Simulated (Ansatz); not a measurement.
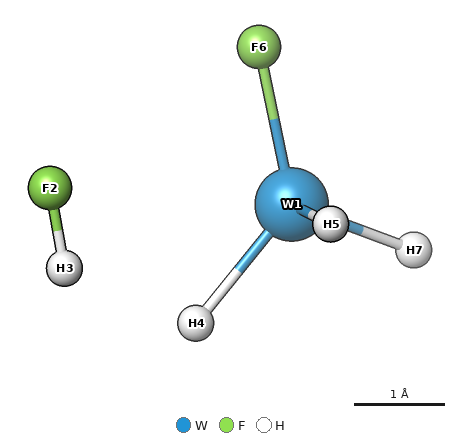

Starting structure of WH4F2. Style: ball-and-stick. Shown at a tilt.

The run prepares an end point of a later path (reaction) calculation, from a guessed geometry.

These are results of RKS B3LYP-D4/def2-SVP in Ansatz, not measurements.

The input:
```yaml
crystal:
  periodic: [false, false, false]
  atoms:
    - { symbol: W, position_ang: [-0.12369, -0.211499, -0.695176] }
    - { symbol: F, position_ang: [1.265893, -0.173202, 2.01492] }
    - { symbol: H, position_ang: [1.253672, 0.702795, 1.708497] }
    - { symbol: H, position_ang: [0.674087, 1.167118, -0.033319] }
    - { symbol: H, position_ang: [-1.404897, 0.154483, 0.315393] }
    - { symbol: F, position_ang: [-0.038187, -1.931937, -0.094899] }
    - { symbol: H, position_ang: [-0.687277, 0.162242, -2.275917] }
basis:
  gaussian: { orbitals: def2-SVP }
hamiltonian:
  xc: b3lyp
  dispersion: d4
relax:
  f_tol: 0.03
  max_steps: 50
output:
  orbitals: {}
```

Launched with:
```bash
ansatz run input.yaml --threads 1 --pin off --max-ram 2048MiB --backend cpu --events-out ev --progress --plain --runs-dir out
```

What does the optimiser find from here?

Answer. Over 40 accepted moves (43 points after the start) the energy falls by 233.7 kJ/mol. Largest force component: 0.32 eV/Å at the start, 0.019 eV/Å at the end. The line search rejected the trial steps at points 12, 15, 29 of the run. The forces were under the threshold at step 7, but the run went on from there. The largest move after the best rigid fit is that of F2, 2.10 Å. Largest moves by element: F 2.10 Å, H 1.43 Å, W 0.95 Å. Near-neighbour distances that change, for instance: F2–H3 0.928 → 2.587 Å, W1–F2 3.046 → 1.837 Å, H3–H4 1.894 → 0.824 Å, W1–H3 2.917 → 2.041 Å. New bonds form, among them: H3–H4 (1.89 → 0.82 Å), W1–F2 (3.05 → 1.84 Å), W1–H3 (2.92 → 2.04 Å). Bonds break, among them: F2–H3 (0.93 → 2.59 Å). Among the angles between lasting bonds that change: H4–W1–H5 87.0° → 169.9°, H4–W1–F6 127.3° → 88.2°, H4–W1–H7 109.3° → 77.9°.

Step by step:

```csv
step,"E − E(0), kJ/mol","largest force component, eV/Å",note
0,0.00,0.3152,
1,-4.83,0.4379,
2,-6.10,0.3281,
3,-6.72,0.3125,
4,-6.94,0.1563,
5,-7.02,0.0395,
6,-7.07,0.0328,
7,-7.10,0.0270,
8,-7.19,0.0287,
9,-7.24,0.2438,
10,-7.48,0.1315,
12,-7.94,0.4696,rejected
13,-8.91,0.1439,
15,-8.05,1.1410,rejected
17,-13.46,0.3689,
19,-17.96,1.2295,
20,-24.96,0.6637,
22,-35.87,0.3611,
24,-41.94,0.3290,
26,-44.12,0.1312,
27,-45.84,0.3282,
29,-46.68,0.4046,rejected
31,-48.61,0.4798,
33,-89.33,1.7945,
34,-132.81,1.9311,
36,-198.99,0.7701,
38,-223.91,0.9120,
40,-232.76,0.1856,
41,-233.58,0.1385,
43,-233.70,0.0194,
```

The structure at the end:

```xyz
7

W    -0.2001   -0.1814    0.2483
F    -0.3520    1.0823    1.5726
H     1.8017    0.0886    0.5401
H     1.6657    0.5425   -0.1343
H    -1.8506   -0.6318    0.3276
F     0.3326   -1.7777   -0.4878
H    -0.4578    0.7476   -1.1268
```

After the run, drawn alike:

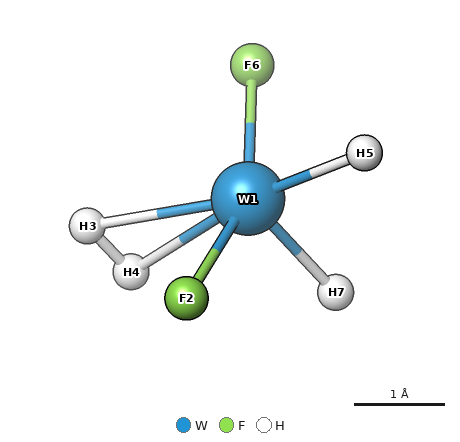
